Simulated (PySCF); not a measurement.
# H12Si5: the cost of one run

Programs: PySCF 2.14.0, with density-fitted response routines of our own. Each step states its level of theory. These are calculated values for one molecule, in the gas phase or a continuum, unless marked as measured. Atoms are numbered from 0 throughout.

### 1 The molecule as given

17 atoms, charge 0, multiplicity 1; geometry from: GFN2-xTB. The atoms were then displaced at random by about 0.01 Å, so the start is not that level's minimum.

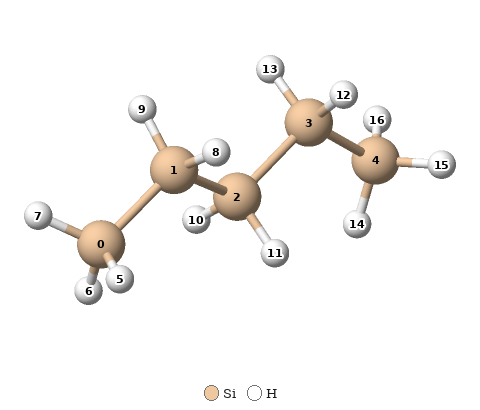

The starting geometry (silicon light orange, hydrogen white), atoms numbered.

### 2 Geometry optimisation at PBE0-D3(BJ)/def2-TZVP

Job settings and geometry (Å):

```
{"job": {"xc": "PBE0", "basis": "def2-TZVP", "d3": "d3bj", "grid": 2, "shake": 0.01, "kind": "geom"}, "charge": 0, "multiplicity": 1}
Si    -3.947640     0.230050    -0.223790
Si    -1.906600     0.956010     0.547730
Si    -0.058940    -0.287390    -0.070450
Si     2.141850     0.416030     0.476100
Si     3.840710    -1.053450    -0.008680
H     -4.744770    -0.469340     0.779090
H     -3.802600    -0.658790    -1.365040
H     -4.814580     1.352620    -0.696520
H     -1.934570     1.055110     2.040160
H     -1.677230     2.356230     0.150550
H     -0.100490    -0.490040    -1.513300
H     -0.208690    -1.653220     0.465420
H      2.107540     0.771690     1.901810
H      2.335550     1.712910    -0.171320
H      3.369800    -2.158830    -0.844440
H      4.419290    -1.650920     1.206710
H      4.964880    -0.416830    -0.715490
```

Run with:

```console
$ OMP_NUM_THREADS=2 python probes_run.py task.json out
```

This one command runs all jobs of the session in turn.

**Question.** How long does this first job take on 2 threads of AMD EPYC 9R14, shared host, and how much memory does it need?

About 4.5 min, with a peak of 1.4 GiB.
